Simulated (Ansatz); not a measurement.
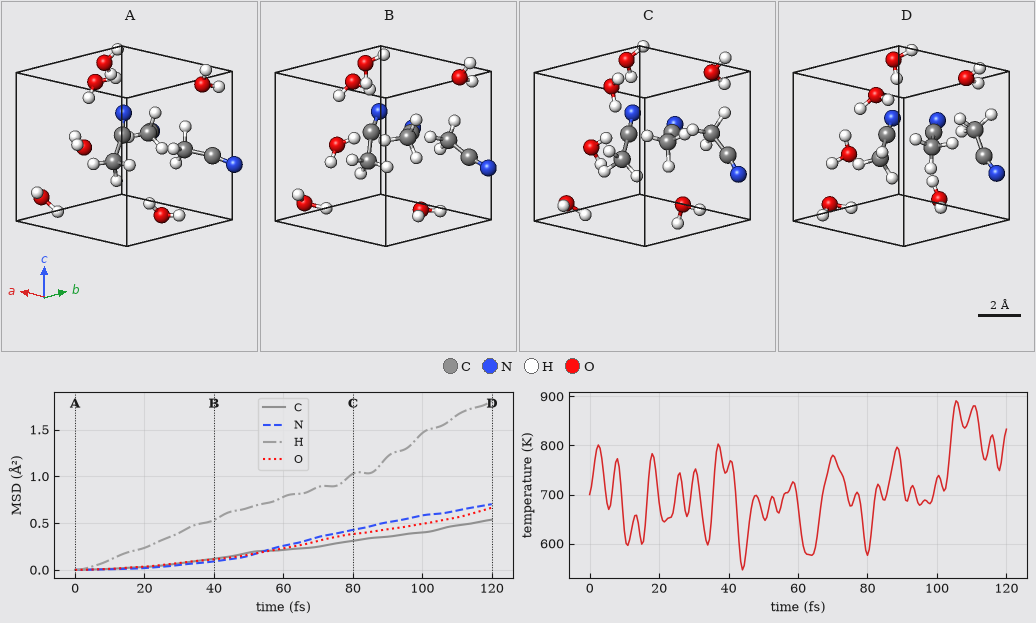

Molecular dynamics of a periodic cell with 3 CH3CN + 6 H2O at 0.967 g/cm³, 120 fs long. It starts from the last geometry of an earlier run, with fresh velocities. Frames (A at 0 fs, B at 40 fs, C at 80 fs, D at 120 fs) and the history of the run. Style: ball-and-stick. Shown: the simulation cell, from a free direction. Atoms that leave the cell re-enter on the other side.

These are results of DFT PBE-D3(BJ), scalar-relativistic, plane waves, PAW (Ansatz 0.2.0), not measurements. Settings: plane-wave cutoff 420 eV; k-point mesh 1 × 1 × 1; Fermi-Dirac smearing 0.05 eV; low-accuracy preset; Nosé-Hoover thermostat (NVT); set temperature 700 K; time step 0.5 fs; thermostat time 50.0 fs.

> What happens in this trajectory?

Root-mean-square distances from the starting positions over the second half, with the common drift of all atoms taken out: H 1.11 Å, N 0.70 Å, O 0.66 Å, C 0.60 Å. The heavy atoms stay within a fraction of a molecule's size of their starting places; so short a run doesn't tell a liquid from a solid. The mean temperature in the second half is 730 K (standard deviation 80 K). The potential energy in the second half lies on average 5.8 meV per atom above the first frame. The conserved quantity stays between −0.31 and 0.16 meV per atom of its start. A straight-line fit has a slope that amounts to +0.078 meV per atom over 120 fs (under 0.1 % of the mean kinetic energy), and the ripple about it is 1.0 % of the kinetic energy's fluctuation. With a drift under 2 % and a ripple under 7 %, the integration is accurate.

Limits of the set-up: the program's low-accuracy preset was used; the periodic images lie only 7.3 Å apart, so the values are limited by the cell's size.
